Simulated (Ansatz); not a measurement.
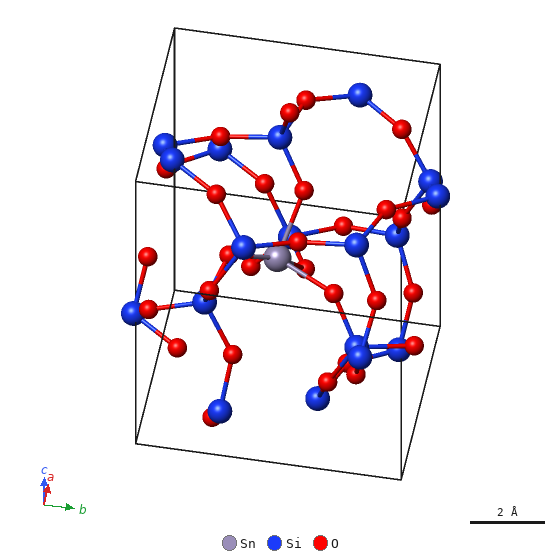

The image is a ball-and-stick drawing of a crystal, viewed from a general direction. Lines trace the edges of the supercell. The host is SiO2, in a cell of 36 sites, and the cell carries a charge of -1.

### Which defect is modelled here, and what are its neighbours?

Tin on a silicon site (a substitutional impurity). It is bonded to four O at about 2.0 Å.

Method used: DFT PBE, scalar-relativistic, plane waves, PAW (Ansatz 0.2.0). It ran with plane-wave cutoff 420 eV, 2×2×2 k-mesh, Gaussian smearing of 0.01 eV, collinear spins.

### Is a magnetic moment found?

Yes, 1.0 μB in the cell.

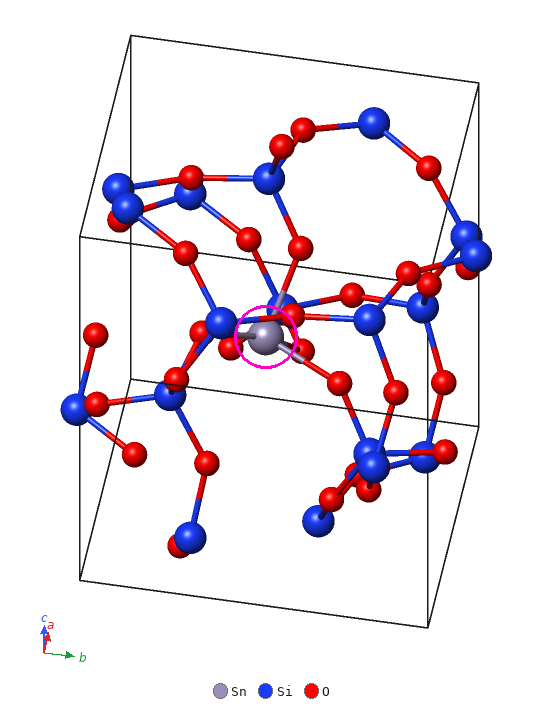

The same cell with a ring at the defect's site.

The atoms were relaxed in the host's cell with Ansatz 0.2.0, DFT PBE, scalar-relativistic, plane waves, PAW.
